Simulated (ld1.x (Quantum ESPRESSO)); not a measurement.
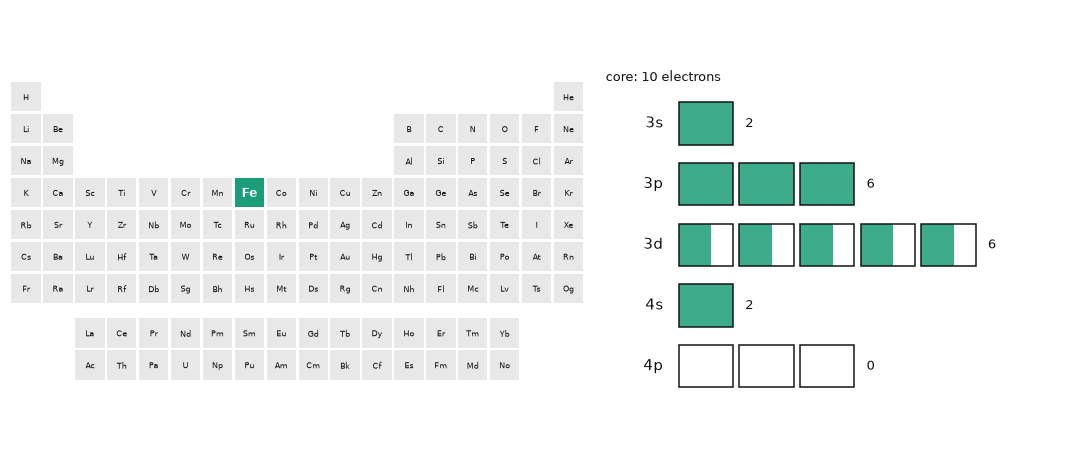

Left, the place of iron in the periodic table; right, the valence shells of the reference configuration: a box for each of the 2l + 1 orbitals, shaded by the share of the shell that is filled, with the electron count at the right.

# Pseudopotential generation: Fe (part 1 of 2)

- system: iron (Fe, Z = 26), core [Ne], reference valence 3s2 3p6 3d6 4s2 4p0, valence charge 16.
- method: TM potential, PBE, scalar-relativistic, made with ld1.x (Quantum ESPRESSO) 7.5

Input file:
```
 &input
   title='Fe', zed=26., rel=1, dft='PBE', iswitch=3,
   config='[Ar] 3d6 4s2 4p0',
   nld=3, rlderiv=1.30, eminld=-9.0, emaxld=5.0, deld=0.04
 /
 &inputp
   pseudotype=2, tm=.true., lloc=1,
   nlcc=.false.,
   file_pseudopw='Fe.UPF', file_wfcaegen='ae.wfc', file_wfcncgen='nc.wfc', file_beta='beta', file_chi='chi'
 /
3
3S  1  0   2.00   0.00  1.10  1.10  0.0
3D  3  2   6.00   0.00  1.15  1.15  0.0
3P  2  1   6.00   0.00  1.20  1.20  0.0
 &test
   configts(1)='3s2 3p6 3d6 4s2 4p0'
 /
```

Input of the test run:
```
 &input
   title='Fe', zed=26., rel=1, dft='PBE', iswitch=2,
   config='[Ar] 3d6 4s2 4p0'
 /
 &test
   file_pseudo='Fe.UPF', nconf=8,
   configts(1)='3s2 3p6 3d6 4s2 4p0',
   configts(2)='3s2 3p6 3d6 4s1 4p0',
   configts(3)='3s2 3p6 3d6 4s0 4p0',
   configts(4)='3s2 3p6 3d5 4s0 4p0',
   configts(5)='3s2 3p6 3d6 4s0 4p1',
   configts(6)='3s2 3p6 3d6 4s1 4p1',
   configts(7)='3s2 3p6 3d6.5 4s1.5 4p0',
   configts(8)='3s2 3p6 3d5 4s2 4p0'
 /
```

Hardware: 1 CPU thread, shared host.

Run as:
```bash
ld1.x < Fe.in > Fe.out
```

Log:
```
     Program LD1 v.7.5
     --------------------------- All-electron run ----------------------------

     Fe
     scalar relativistic calculation

     atomic number is 26.00
     dft =PBE   lsd =0 sic =0 latt =0  beta=0.20 tr2=1.0E-14
     Exchange-correlation= PBE
                           (   1   4   3   4   0   0   0)
     mesh =1191 r(mesh) = 101.18024 a.u. xmin = -7.00 dx = 0.01250
     1 Ry =  13.60569312 eV, c = 137.03599908

     n l     nl                  e(Ry)          e(Ha)          e(eV)
     1 0     1S 1( 2.00)      -514.4115      -257.2057     -6998.9247
     2 0     2S 1( 2.00)       -60.2488       -30.1244      -819.7264
     2 1     2P 1( 6.00)       -51.3354       -25.6677      -698.4539
     3 0     3S 1( 2.00)        -6.9102        -3.4551       -94.0175
     3 1     3P 1( 6.00)        -4.4131        -2.2065       -60.0427
     3 2     3D 1( 6.00)        -0.5516        -0.2758        -7.5048
     4 0     4S 1( 2.00)        -0.3889        -0.1945        -5.2918
     4 1     4P 1( 0.00)        -0.0974        -0.0487        -1.3253

     final scf error:  5.6E-15 reached in  30 iterations

     Etot =   -2544.902313 Ry,   -1272.451157 Ha,  -34625.159902 eV

     Ekin =    2575.339029 Ry,    1287.669514 Ha,   35039.272513 eV
     Encl =   -6085.383349 Ry,   -3042.691675 Ha,  -82795.858387 eV
     Eh   =    1076.231767 Ry,     538.115884 Ha,   14642.879154 eV
     Exc  =    -111.089760 Ry,     -55.544880 Ha,   -1511.453182 eV

     normalization and overlap integrals

     s(1S/1S) =  1.000000  <r> =   0.0585  <r2> =    0.0046  r(max) =   0.0385
     s(2S/2S) =  1.000000  <r> =   0.2669  <r2> =    0.0841  r(max) =   0.2213
     s(2P/2P) =  1.000000  <r> =   0.2355  <r2> =    0.0682  r(max) =   0.1790
     s(3S/3S) =  1.000000  <r> =   0.8106  <r2> =    0.7587  r(max) =   0.6990
     s(3P/3P) =  1.000000  <r> =   0.8577  <r2> =    0.8683  r(max) =   0.7167
     s(3D/3D) =  1.000000  <r> =   1.1409  <r2> =    1.7649  r(max) =   0.7078
     s(4S/4S) =  1.000000  <r> =   2.9886  <r2> =   10.4166  r(max) =   2.4095
     s(4P/4P) =  1.000000  <r> =   4.4716  <r2> =   24.1571  r(max) =   3.3348

     ------------------------ End of All-electron run ------------------------

     --------------------- Generating NC pseudopotential ---------------------

      Generating local pot.: lloc=1, matching radius rcloc =   1.2000

      Wfc   3S  rcut= 1.096  Using Troullier-Martins method

      Wfc   3D  rcut= 1.152  Using Troullier-Martins method

     ------------------- End of pseudopotential generation -------------------

     --------------------------- All-electron run ----------------------------

     Fe
     scalar relativistic calculation

     atomic number is 26.00
     dft =PBE   lsd =0 sic =0 latt =0  beta=0.20 tr2=1.0E-14
     Exchange-correlation= PBE
                           (   1   4   3   4   0   0   0)
     mesh =1191 r(mesh) = 101.18024 a.u. xmin = -7.00 dx = 0.01250
     1 Ry =  13.60569312 eV, c = 137.03599908

     n l     nl                  e(Ry)          e(Ha)          e(eV)
     1 0     1S 1( 2.00)      -514.4115      -257.2057     -6998.9247
     2 0     2S 1( 2.00)       -60.2488       -30.1244      -819.7264
     2 1     2P 1( 6.00)       -51.3354       -25.6677      -698.4539
     3 0     3S 1( 2.00)        -6.9102        -3.4551       -94.0175
     3 1     3P 1( 6.00)        -4.4131        -2.2065       -60.0427
     3 2     3D 1( 6.00)        -0.5516        -0.2758        -7.5048
     4 0     4S 1( 2.00)        -0.3889        -0.1945        -5.2918
     4 1     4P 1( 0.00)        -0.0974        -0.0487        -1.3253

     final scf error:  5.6E-15 reached in  30 iterations

     Etot =   -2544.902313 Ry,   -1272.451157 Ha,  -34625.159902 eV

     Ekin =    2575.339029 Ry,    1287.669514 Ha,   35039.272513 eV
     Encl =   -6085.383349 Ry,   -3042.691675 Ha,  -82795.858387 eV
     Eh   =    1076.231767 Ry,     538.115884 Ha,   14642.879154 eV
     Exc  =    -111.089760 Ry,     -55.544880 Ha,   -1511.453182 eV

     normalization and overlap integrals

     s(1S/1S) =  1.000000  <r> =   0.0585  <r2> =    0.0046  r(max) =   0.0385
     s(2S/2S) =  1.000000  <r> =   0.2669  <r2> =    0.0841  r(max) =   0.2213
     s(2P/2P) =  1.000000  <r> =   0.2355  <r2> =    0.0682  r(max) =   0.1790
     s(3S/3S) =  1.000000  <r> =   0.8106  <r2> =    0.7587  r(max) =   0.6990
     s(3P/3P) =  1.000000  <r> =   0.8577  <r2> =    0.8683  r(max) =   0.7167
     s(3D/3D) =  1.000000  <r> =   1.1409  <r2> =    1.7649  r(max) =   0.7078
     s(4S/4S) =  1.000000  <r> =   2.9886  <r2> =   10.4166  r(max) =   2.4095
     s(4P/4P) =  1.000000  <r> =   4.4716  <r2> =   24.1571  r(max) =   3.3348

     ------------------------ End of All-electron run ------------------------

     Computing logarithmic derivative in   1.29780
     Computing logarithmic derivative in   1.29780
     Computing the partial wave expansion
     R is outside the sphere for l=    0 j= 0.00
       no projector for channel:   1
     R is outside the sphere for l=    2 j= 0.00

     ---------------------- Testing the pseudopotential ----------------------

     Fe
     scalar relativistic calculation

     atomic number is 26.00   valence charge is 16.00
     dft =PBE   lsd =0 sic =0 latt =0  beta=0.20 tr2=1.0E-14
     mesh =1191 r(mesh) = 101.18024 xmin = -7.00 dx = 0.01250

     n l     nl             e AE (Ry)        e PS (Ry)    De AE-PS (Ry)
     1 0     3S   1( 2.00)       -6.91016       -6.91019        0.00003
     2 1     3P   1( 6.00)       -4.41305       -4.41307        0.00002
     3 2     3D   1( 6.00)       -0.55159       -0.55159        0.00000
     2 0     4S   1( 2.00)       -0.38894       -0.40424        0.01530  !
     3 1     4P   1( 0.00)       -0.09741       -0.09861        0.00120

     eps = 7.5E-15  iter = 20

     Etot =   -2544.902313 Ry,   -1272.451157 Ha,  -34625.159902 eV
     Etotps =  -247.057822 Ry,    -123.528911 Ha,   -3361.392907 eV

     Ekin =     129.303852 Ry,      64.651926 Ha,    1759.268526 eV
     Encl =    -546.654546 Ry,    -273.327273 Ha,   -7437.613992 eV
     Ehrt =     210.401505 Ry,     105.200752 Ha,    2862.658305 eV
     Ecxc =     -25.710857 Ry,     -12.855429 Ha,    -349.814032 eV
     Epseu=     -14.397775 Ry,      -7.198888 Ha,    -195.891714 eV

     ---------------------- End of pseudopotential test ----------------------
```

Output of the test run (extracts):
```
     ---------------------- Testing the pseudopotential ----------------------

     Fe
     scalar relativistic calculation

     atomic number is 26.00   valence charge is 16.00
     dft =PBE   lsd =0 sic =0 latt =0  beta=0.20 tr2=1.0E-14
     mesh =1191 r(mesh) = 101.18024 xmin = -7.00 dx = 0.01250

     n l     nl             e AE (Ry)        e PS (Ry)    De AE-PS (Ry)
     1 0     3S   1( 2.00)       -6.91016       -6.91019        0.00003
     2 1     3P   1( 6.00)       -4.41305       -4.41307        0.00002
     3 2     3D   1( 6.00)       -0.55159       -0.55159        0.00000
     2 0     4S   1( 2.00)       -0.38894       -0.40424        0.01530  !
     3 1     4P   1( 0.00)       -0.09741       -0.09861        0.00120

     eps = 1.0E-14  iter = 20

     Etot =   -2544.902313 Ry,   -1272.451157 Ha,  -34625.159902 eV
     Etotps =  -247.057822 Ry,    -123.528911 Ha,   -3361.392910 eV

     Ekin =     129.303851 Ry,      64.651926 Ha,    1759.268522 eV
     Encl =    -546.654546 Ry,    -273.327273 Ha,   -7437.613993 eV
     Ehrt =     210.401505 Ry,     105.200752 Ha,    2862.658306 eV
     Ecxc =     -25.710857 Ry,     -12.855429 Ha,    -349.814032 eV
     Epseu=     -14.397775 Ry,      -7.198888 Ha,    -195.891714 eV

     ---------------------- End of pseudopotential test ----------------------

     ---------------------- Testing the pseudopotential ----------------------

     Fe
     scalar relativistic calculation

     atomic number is 26.00   valence charge is 16.00
     dft =PBE   lsd =0 sic =0 latt =0  beta=0.20 tr2=1.0E-14
     mesh =1191 r(mesh) = 101.18024 xmin = -7.00 dx = 0.01250

     n l     nl             e AE (Ry)        e PS (Ry)    De AE-PS (Ry)
     1 0     3S   1( 2.00)       -7.53679       -7.54850        0.01171  !
     2 1     3P   1( 6.00)       -5.04068       -5.05248        0.01180  !
     3 2     3D   1( 6.00)       -1.17273       -1.18412        0.01139  !
     2 0     4S   1( 1.00)       -0.90612       -0.93195        0.02583  !
     3 1     4P   1( 0.00)       -0.53939       -0.54627        0.00688  !

     eps = 3.8E-15  iter = 17

     Etot =   -2544.260749 Ry,   -1272.130374 Ha,  -34616.430970 eV
     Etotps =  -246.395754 Ry,    -123.197877 Ha,   -3352.385013 eV
     dEtot_ae =       0.641565 Ry
     dEtot_ps =       0.662068 Ry,   Delta E=      -0.020504 Ry

     Ekin =     129.899147 Ry,      64.949574 Ha,    1767.367937 eV
     Encl =    -536.552852 Ry,    -268.276426 Ha,   -7300.173455 eV
     Ehrt =     200.593727 Ry,     100.296863 Ha,    2729.216690 eV
     Ecxc =     -25.350088 Ry,     -12.675044 Ha,    -344.905516 eV
     Epseu=     -14.985688 Ry,      -7.492844 Ha,    -203.890668 eV

     ---------------------- End of pseudopotential test ----------------------

     ---------------------- Testing the pseudopotential ----------------------

     Fe
     scalar relativistic calculation

     atomic number is 26.00   valence charge is 16.00
     dft =PBE   lsd =0 sic =0 latt =0  beta=0.20 tr2=1.0E-14
     mesh =1191 r(mesh) = 101.18024 xmin = -7.00 dx = 0.01250

     n l     nl             e AE (Ry)        e PS (Ry)    De AE-PS (Ry)
     1 0     3S   1( 2.00)       -8.26651       -8.29306        0.02655  !
     2 1     3P   1( 6.00)       -5.77068       -5.79731        0.02664  !
     3 2     3D   1( 6.00)       -1.89018       -1.91578        0.02560  !
     2 0     4S   1( 0.00)       -1.48462       -1.52327        0.03865  !
     3 1     4P   1( 0.00)       -1.05088       -1.06551        0.01463  !

     eps = 6.2E-15  iter = 16

     Etot =   -2543.069838 Ry,   -1271.534919 Ha,  -34600.227810 eV
     Etotps =  -245.172770 Ry,    -122.586385 Ha,   -3335.745477 eV
     dEtot_ae =       1.832475 Ry
     dEtot_ps =       1.885052 Ry,   Delta E=      -0.052577 Ry

     Ekin =     130.581066 Ry,      65.290533 Ha,    1776.645906 eV
     Encl =    -524.742891 Ry,    -262.371445 Ha,   -7139.490741 eV
     Ehrt =     189.843491 Ry,      94.921745 Ha,    2582.952275 eV
     Ecxc =     -24.972581 Ry,     -12.486291 Ha,    -339.769276 eV
     Epseu=     -15.881855 Ry,      -7.940927 Ha,    -216.083640 eV

     ---------------------- End of pseudopotential test ----------------------

     ---------------------- Testing the pseudopotential ----------------------

     Fe
     scalar relativistic calculation

     atomic number is 26.00   valence charge is 16.00
     dft =PBE   lsd =0 sic =0 latt =0  beta=0.20 tr2=1.0E-14
     mesh =1191 r(mesh) = 101.18024 xmin = -7.00 dx = 0.01250

     n l     nl             e AE (Ry)        e PS (Ry)    De AE-PS (Ry)
     1 0     3S   1( 2.00)       -9.64074       -9.67471        0.03397  !
     2 1     3P   1( 6.00)       -7.12652       -7.15960        0.03309  !
     3 2     3D   1( 5.00)       -3.17627       -3.20560        0.02932  !
     2 0     4S   1( 0.00)       -2.30054       -2.35842        0.05788  !
     3 1     4P   1( 0.00)       -1.77381       -1.79558        0.02177  !

     eps = 5.1E-15  iter = 14

     Etot =   -2540.554477 Ry,   -1270.277238 Ha,  -34566.004573 eV
     Etotps =  -242.629470 Ry,    -121.314735 Ha,   -3301.142109 eV
     dEtot_ae =       4.347837 Ry
     dEtot_ps =       4.428352 Ry,   Delta E=      -0.080516 Ry

     Ekin =     125.356413 Ry,      62.678207 Ha,    1705.560890 eV
     Encl =    -501.323789 Ry,    -250.661895 Ha,   -6820.857633 eV
     Ehrt =     171.445904 Ry,      85.722952 Ha,    2332.640352 eV
     Ecxc =     -23.728274 Ry,     -11.864137 Ha,    -322.839617 eV
     Epseu=     -14.379723 Ry,      -7.189862 Ha,    -195.646102 eV

     ---------------------- End of pseudopotential test ----------------------

     ---------------------- Testing the pseudopotential ----------------------

     Fe
     scalar relativistic calculation

     atomic number is 26.00   valence charge is 16.00
     dft =PBE   lsd =0 sic =0 latt =0  beta=0.20 tr2=1.0E-14
     mesh =1191 r(mesh) = 101.18024 xmin = -7.00 dx = 0.01250

     n l     nl             e AE (Ry)        e PS (Ry)    De AE-PS (Ry)
     1 0     3S   1( 2.00)       -7.64621       -7.66680        0.02059  !
     2 1     3P   1( 6.00)       -5.15004       -5.17086        0.02082  !
     3 2     3D   1( 6.00)       -1.27677       -1.29640        0.01963  !
     2 0     4S   1( 0.00)       -0.97030       -1.00078        0.03049  !
     3 1     4P   1( 1.00)       -0.59405       -0.60403        0.00998  !

     eps = 9.2E-15  iter = 20

     Etot =   -2543.889275 Ry,   -1271.944637 Ha,  -34611.376809 eV
     Etotps =  -246.004542 Ry,    -123.002271 Ha,   -3347.062302 eV
     dEtot_ae =       1.013039 Ry
     dEtot_ps =       1.053280 Ry,   Delta E=      -0.040242 Ry

     Ekin =     130.654317 Ry,      65.327159 Ha,    1777.642546 eV
     Encl =    -534.697976 Ry,    -267.348988 Ha,   -7274.936579 eV
     Ehrt =     198.879856 Ry,      99.439928 Ha,    2705.898294 eV
     Ecxc =     -25.265971 Ry,     -12.632986 Ha,    -343.761054 eV
     Epseu=     -15.574768 Ry,      -7.787384 Ha,    -211.905509 eV

     ---------------------- End of pseudopotential test ----------------------
```

(Continued in part 2.) Outcome of the run: generated; the pseudo-atom misses its reference levels by up to 0.21 eV (4s, which has no pseudo-wave of its own).
